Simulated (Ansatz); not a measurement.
# SiPH (singlet): correlated methods under varied settings at distance Si1–H3 = 3.941 Å

What do other methods and options give for SiPH (singlet) at this geometry, and how long do they take?

Program: Ansatz 0.2.0, Gaussian basis. Level of theory: the settings change from run to run. These are calculated values, not measurements.

9 further runs of the same task are left out: 7 that didn't finish, 2 set aside as unsound or not needed.

### Step 1. The system

The geometry derives from a PBE0/def2-TZVP stationary point (not a proven minimum). One bond is set to the value named and the two fragments are kept rigid.

3 atoms, charge 0, spin multiplicity 1.

Atoms are counted from 1 here; the program's logs count them from 0.

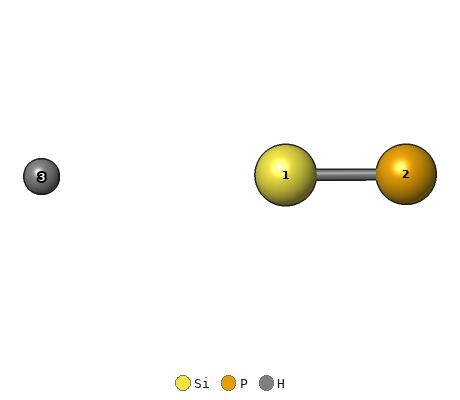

The geometry (silicon yellow, phosphorus amber, hydrogen grey); atoms are numbered from 1 in the order of the file.

As a file:

```xyz
3
charge 0, multiplicity 1
Si    0.00000    0.00000   -0.66553
P     0.00000    0.00000   -2.60993
H     0.00000    0.00000    3.27547
```

### Step 2. NEVPT2(4,2)/cc-pVDZ

in.yaml

```yaml
crystal:
  periodic: [false, false, false]
  atoms:
    - {symbol: Si, position_ang: [0.000000, 0.000000, -0.665533]}
    - {symbol: P, position_ang: [0.000000, 0.000000, -2.609933]}
    - {symbol: H, position_ang: [0.000000, 0.000000, 3.275467]}
basis:
  gaussian: {orbitals: cc-pVDZ}
correlation: {method: sc_nevpt2, electrons: outside_noble_gas, active_space: {window: {electrons: 4, orbitals: 2}}}
```

Started as:

```bash
$ ansatz run in.yaml --threads 1 --pin off --events-out ev --progress --plain --max-ram 2393MiB
```

Log:

```text
Functional definition: HF
  name "HF"
  cite "Fock, Z. Phys. 61, 126 (1930) doi:10.1007/BF01340294"
  parent pbe
  exchange = exact_x
  correlation = 0
422 factors; integrals over basis functions are off by at most 9.3e-4 eV
mean field evaluation 1: about -17139.2747 eV, gradient 1.8e1 eV
mean field evaluation 2: about -17139.2815 eV, gradient 1.8e1 eV
mean field evaluation 4: about -17141.2826 eV, gradient 2.3e0 eV
mean field evaluation 8: about -17141.3672 eV, gradient 2.6e-1 eV
mean field evaluation 16: about -17138.0260 eV, gradient 1.3e-1 eV
mean field evaluation 32: about -17141.3605 eV, gradient 1.6e-1 eV
mean field evaluation 64: about -17140.0242 eV, gradient 7.3e-5 eV
mean field -17141.36798945 eV, -629.9336547758 hartree, gradient 1.8e-6 eV, S^2 0.000000; 7 other end points of the search recorded, 0 dependent functions left out; unrestricted orbitals would lower it
reference -17141.36798945 eV, -629.9336547758 hartree; 15, 15 occupied and 26, 26 virtual orbitals, 422 factors
state -17141.36798945 eV, -629.9336547758 hartree
state -17141.36798945 eV, -629.9336547758 hartree; corrected -17148.26843105 eV, -630.1872413274 hartree
WARN: 2 active orbitals are nearly empty or full. The corrections depend on them more than the energy does, and are more stable in an active space without them
Total energy: -17148.26843105 eV, -630.1872413274 hartree
```

It took 6 s on 1 thread of Intel Xeon at 2.50GHz, shared host.

From the report: 1 determinant; active occupations 2.00, 2.00. The report marks this result as in doubt.

### Step 3. CASSCF(4,3)/6-31G

in.yaml

```yaml
crystal:
  periodic: [false, false, false]
  atoms:
    - {symbol: Si, position_ang: [0.000000, 0.000000, -0.665533]}
    - {symbol: P, position_ang: [0.000000, 0.000000, -2.609933]}
    - {symbol: H, position_ang: [0.000000, 0.000000, 3.275467]}
basis:
  gaussian: {orbitals: 6-31G}
correlation: {active_space: {window: {electrons: 4, orbitals: 3}, states: [{multiplicity: 1, weights: [1, 1, 1]}]}}
output: {forces: true}
```

Same command.

Log, cut to the lines that bear on the results:

```text
Functional definition: HF
  name "HF"
  cite "Fock, Z. Phys. 61, 126 (1930) doi:10.1007/BF01340294"
  parent pbe
[...]
540 factors; integrals over basis functions are off by at most 3.3e-8 eV
[...]
mean field -17138.95207640 eV, -629.8448716089 hartree, gradient 2.3e-6 eV, S^2 0.000000; 4 other end points of the search recorded, 0 dependent functions left out
reference -17138.95207640 eV, -629.8448716089 hartree; 15, 15 occupied and 13, 13 virtual orbitals, 540 factors
state -17142.53010024 eV, -629.9763615594 hartree
state -17142.53010023 eV, -629.9763615593 hartree
state -17135.38204640 eV, -629.7136754259 hartree
[...]
Total energy: -17140.14741562 eV, -629.8887995149 hartree
Atom 0 at     0.000000     0.000000    -0.665533 Å, force     0.000000     0.000000     5.243261 eV/Å
Atom 1 at     0.000000     0.000000    -2.609933 Å, force    -0.000000    -0.000000    -4.839459 eV/Å
Atom 2 at     0.000000     0.000000     3.275467 Å, force     0.000000     0.000000    -0.403802 eV/Å
Dipole moment:    -0.000000    -0.000000     1.412098 e Å
```

It took 3.7 s on 1 thread of Intel Xeon at 2.50GHz, shared host.

From the report: 9 determinants; active occupations (of the averaged states) 1.67, 1.67, 0.67.

### Step 4. BCCD/pcseg-2

in.yaml

```yaml
crystal:
  periodic: [false, false, false]
  atoms:
    - {symbol: Si, position_ang: [0.000000, 0.000000, -0.665533]}
    - {symbol: P, position_ang: [0.000000, 0.000000, -2.609933]}
    - {symbol: H, position_ang: [0.000000, 0.000000, 3.275467]}
basis:
  gaussian: {orbitals: pcseg-2}
magnetization: {spin_polarized: false}
hamiltonian: {xc: {name: r2SCAN}}
correlation: {method: bccd, electrons: outside_noble_gas}
scf: {lower_state_search: off}
output: {forces: true}
```

Launched as before.

Log, cut to the lines that bear on the results:

```text
Functional definition: r2SCAN
  name "r2SCAN"
  cite "Furness, Kaplan, Ning, Perdew & Sun, J. Phys. Chem. Lett. 11, 8208 (2020) doi:10.1021/acs.jpclett.0c02405"
  cite "Furness, Kaplan, Ning, Perdew & Sun, J. Phys. Chem. Lett. 11, 9248 (2020) doi:10.1021/acs.jpclett.0c03077"
  parent r2scan
[...]
510 factors; integrals over basis functions are off by at most 7.4e-4 eV
[...]
mean field -17175.16699543 eV, -631.1757453358 hartree, gradient 2.0e-6 eV, S^2 0.000000; 0 other end points of the search recorded, 0 dependent functions left out; unrestricted orbitals would lower it
10 core orbitals not correlated: weight in the atoms' cores, before any rotation towards them, 1.000 or more for the frozen orbitals, at most 0.000 for the correlated occupied ones
reference -17141.05690481 eV, -629.9222226261 hartree; 5, 5 occupied and 67, 67 virtual orbitals, 510 factors
second order -9.82889822 eV of doubles, -0.33045696 eV of singles
cycle   1  -7.88609102 eV  change    -1.7e0 eV  update   1.5e-1
[...]
cycle  27  -10.05877911 eV  change   -6.1e-7 eV  update   7.0e-8
WARN: these amplitudes may be one of several solutions (largest doubles amplitude 0.70, level shift 8.73 eV)
[...]
Total energy: -17151.11568392 eV, -630.2918759404 hartree
Atom 0 at     0.000000     0.000000    -0.665533 Å, force    -0.000000    -0.000000     1.023597 eV/Å
Atom 1 at     0.000000     0.000000    -2.609933 Å, force    -0.000000    -0.000000    -0.823799 eV/Å
Atom 2 at     0.000000     0.000000     3.275467 Å, force    -0.000000     0.000000    -0.199798 eV/Å
Dipole moment:    -0.000000     0.000000     0.310904 e Å
Checks for a lower state left out: starts, cluster_reference, orbital_swaps, neighbouring_geometries, increment
```

Wall time 25 s (1 thread of Intel Xeon at 2.50GHz, shared host); peak memory 0.35 GiB.

From the report: correlation -10.0588 eV; largest double amplitude 0.70. The report flags that the cluster equations may have other roots.

### Step 5. CCSD on UHF/6-31G

in.yaml

```yaml
crystal:
  periodic: [false, false, false]
  atoms:
    - {symbol: Si, position_ang: [0.000000, 0.000000, -0.665533]}
    - {symbol: P, position_ang: [0.000000, 0.000000, -2.609933]}
    - {symbol: H, position_ang: [0.000000, 0.000000, 3.275467]}
basis:
  gaussian: {orbitals: 6-31G}
magnetization: {spin_polarized: true, initial_magnetization: 0}
correlation: {method: ccsd, electrons: outside_noble_gas}
```

The command is unchanged.

Log, cut to the lines that bear on the results:

```text
Functional definition: HF
  name "HF"
  cite "Fock, Z. Phys. 61, 126 (1930) doi:10.1007/BF01340294"
  parent pbe
[...]
313 factors; integrals over basis functions are off by at most 1.2e-4 eV
[...]
mean field -17143.28098304 eV, -630.0039559935 hartree, gradient 2.1e-6 eV, S^2 1.899217; 22 other end points of the search recorded, 0 dependent functions left out
determinant -17143.28098304 eV, -630.0039559935 hartree, with singles and doubles -17146.40017830 eV, -630.1185843051 hartree
determinant -17143.17021139 eV, -629.9998852106 hartree, with singles and doubles -17146.09066073 eV, -630.1072097443 hartree
determinant -17143.09402272 eV, -629.9970853284 hartree, with singles and doubles -17145.77732165 eV, -630.0956947454 hartree
determinant -17143.08100241 eV, -629.9966068407 hartree, with singles and doubles -17146.37014872 eV, -630.1174807383 hartree
[...]
determinant -17142.95763908 eV, -629.9920733220 hartree, with singles and doubles -17146.40007625 eV, -630.1185805548 hartree
determinant -17142.95763908 eV, -629.9920733220 hartree, with singles and doubles -17146.40027653 eV, -630.1185879148 hartree
determinant -17138.95194065 eV, -629.8448666201 hartree, with singles and doubles -17145.34387805 eV, -630.0797659870 hartree
[...]
10 core orbitals not correlated: weight in the atoms' cores, before any rotation towards them, 1.000 or more for the frozen orbitals, at most 0.000 for the correlated occupied ones
reference -17142.95763908 eV, -629.9920733221 hartree; 5, 5 occupied and 13, 13 virtual orbitals, 313 factors
second order -3.20222399 eV of doubles, -0.00000000 eV of singles
cycle   1  -3.44265531 eV  change   -1.8e-5 eV  update   2.7e-5
cycle   2  -3.44265628 eV  change   -9.7e-7 eV  update   1.1e-5
WARN: the results are in doubt because among natural orbitals full CI differs from the method by -0.111 eV
Total energy: -17146.40029536 eV, -630.1185886069 hartree
In doubt: among natural orbitals full CI differs from the method by -0.111 eV
```

Run time: 25 s. Hardware: 1 thread of Intel Xeon at 2.50GHz, shared host.

From the report: ⟨S²⟩ of the determinant 1.021 (pure singlet: 0.00); correlation -3.4427 eV; T1 0.031; largest double amplitude 0.13. The determinant is far from a pure spin state, so its energy mixes those of several spin states (harmless only where they are near-degenerate, as at dissociation). The program marks this result as in doubt; its last lines say why.

### Step 6. CCSD(T)/6-31G

in.yaml: that of step 5 with these lines changed.

```diff
@@ -8,3 +8,5 @@
   gaussian: {orbitals: 6-31G}
-magnetization: {spin_polarized: true, initial_magnetization: 0}
-correlation: {method: ccsd, electrons: outside_noble_gas}
+magnetization: {spin_polarized: false}
+hamiltonian: {xc: {name: B3LYP}}
+correlation: {method: ccsd_t, electrons: outside_noble_gas}
+output: {forces: true}
```

Same command.

Log, cut to the lines that bear on the results:

```text
Functional definition: B3LYP
  name "B3LYP"
  cite "Stephens, Devlin, Chabalowski & Frisch, J. Phys. Chem. 98, 11623 (1994) doi:10.1021/j100096a001"
  cite "Becke, Phys. Rev. A 38, 3098 (1988) doi:10.1103/PhysRevA.38.3098"
  cite "Lee, Yang & Parr, Phys. Rev. B 37, 785 (1988) doi:10.1103/PhysRevB.37.785"
  cite "Vosko, Wilk & Nusair, Can. J. Phys. 58, 1200 (1980) doi:10.1139/p80-159"
[...]
313 factors; integrals over basis functions are off by at most 1.2e-4 eV
[...]
mean field -17174.87637587 eV, -631.1650652639 hartree, gradient 3.0e-6 eV, S^2 0.000000; 6 other end points of the search recorded, 0 dependent functions left out; unrestricted orbitals would lower it
[...]
unrestricted determinant -17143.17021139 eV, -629.9998852105 hartree, S^2 1.3750
10 core orbitals not correlated: weight in the atoms' cores, before any rotation towards them, 1.000 or more for the frozen orbitals, at most 0.000 for the correlated occupied ones
reference -17138.54871358 eV, -629.8300482987 hartree; 5, 5 occupied and 13, 13 virtual orbitals, 313 factors
second order -6.75417177 eV of doubles, -0.27444045 eV of singles
cycle   1  -4.89669442 eV  change    -1.3e0 eV  update   1.6e-1
[...]
cycle  24  -7.33880759 eV  change    2.2e-7 eV  update   1.5e-7
perturbative correction -0.89118555 eV, -0.0327504650 hartree
WARN: the results are in doubt because among natural orbitals full CI differs from the method by +0.173 eV
[...]
Total energy: -17146.77870673 eV, -630.1324949683 hartree
Atom 0 at     0.000000     0.000000    -0.665533 Å, force    -0.000000     0.000000     4.180025 eV/Å
Atom 1 at     0.000000     0.000000    -2.609933 Å, force     0.000000     0.000000    -4.368119 eV/Å
Atom 2 at     0.000000     0.000000     3.275467 Å, force    -0.000000    -0.000000     0.188094 eV/Å
Dipole moment:    -0.000000    -0.000000     0.262399 e Å
In doubt: among natural orbitals full CI differs from the method by +0.173 eV
```

Run time: 8.5 s. Hardware: 1 thread of Intel Xeon at 2.50GHz, shared host.

From the report: correlation -8.2300 eV; T1 0.018; largest double amplitude 0.78. The orbitals are Kohn-Sham ones, so correlation energy and T1 don't compare with those on Hartree-Fock orbitals. Mind the lines of doubt at the end of the log.

### Step 7. CCSDT on RHF/6-31++G**

in.yaml

```yaml
crystal:
  periodic: [false, false, false]
  atoms:
    - {symbol: Si, position_ang: [0.000000, 0.000000, -0.665533]}
    - {symbol: P, position_ang: [0.000000, 0.000000, -2.609933]}
    - {symbol: H, position_ang: [0.000000, 0.000000, 3.275467]}
basis:
  gaussian: {orbitals: "6-31++G**"}
magnetization: {spin_polarized: false}
correlation: {method: ccsdt, electrons: outside_noble_gas, diis_vectors: 4}
accuracy: high
scf: {omitted_lower_state_checks: [cluster_reference]}
```

Same command.

Log, cut to the lines that bear on the results:

```text
Functional definition: HF
  name "HF"
  cite "Fock, Z. Phys. 61, 126 (1930) doi:10.1007/BF01340294"
  parent pbe
[...]
826 factors; integrals over basis functions are off by at most 4.1e-9 eV
[...]
mean field -17140.43108756 eV, -629.8992242664 hartree, gradient 1.6e-8 eV, S^2 0.000000; 7 other end points of the search recorded, 0 dependent functions left out; unrestricted orbitals would lower it
10 core orbitals not correlated: weight in the atoms' cores, before any rotation towards them, 1.000 or more for the frozen orbitals, at most 0.000 for the correlated occupied ones
reference -17140.43108756 eV, -629.8992242664 hartree; 5, 5 occupied and 37, 37 virtual orbitals, 826 factors
second order -7.64550881 eV of doubles, -0.00000000 eV of singles
cycle   1  -6.55551297 eV  change    -1.6e0 eV  update   1.7e-1
[...]
cycle  41  -9.72249039 eV  change   1.6e-10 eV  update  3.1e-10
WARN: these amplitudes may be one of several solutions (largest doubles amplitude 0.86, level shift 6.95 eV)
Total energy: -17150.15357795 eV, -630.2565191981 hartree
Checks for a lower state left out: cluster_reference
```

Wall time 25 s (1 thread of Intel Xeon at 2.50GHz, shared host).

From the report: correlation -9.7225 eV; T1 0.054; largest double amplitude 0.86. The report flags that the cluster equations may have other roots.

### Step 8. All runs side by side

Where basis and cores are those of an earlier FCI/6-31G run (-17146.6248 eV), and the state is the same kind, the miss against it is given. † marks a result that the program doubts.

```csv
level,correlated,functions,energy (eV),from FCI (meV),time
"NEVPT2(4,2)/cc-pVDZ †",outside noble gas,41,-17148.2684,,6 s
"CASSCF(4,3)/6-31G (mean of several states)",,28,-17140.1474,,3.7 s
BCCD/pcseg-2 (on r2SCAN orbitals) †,outside noble gas,82,-17151.1157,,25 s
CCSD on UHF/6-31G †,outside noble gas,28,-17146.4003,224.5,25 s
CCSD(T)/6-31G (on B3LYP orbitals) †,outside noble gas,28,-17146.7787,-153.9,8.5 s
CCSDT on RHF/6-31++G** †,outside noble gas,52,-17150.1536,,25 s
```

### Step 9. Outcome

| quantity | value |
| --- | --- |
| runs | 6 |
| quickest | CASSCF(4,3)/6-31G (mean of several states), 3.7 s |
| slowest | BCCD/pcseg-2 (on r2SCAN orbitals) †, 25 s |

What this shows: Total energies in different bases, with other cores or another treatment of relativity can't be set against each other. BCCD/pcseg-2 (on r2SCAN orbitals) † took 7 times as long as CASSCF(4,3)/6-31G (mean of several states); the jobs differ in more than the method. Among the correlated runs with a miss given, it spans -154 to +224 meV. Cores frozen from Kohn-Sham orbitals shift the total energy.
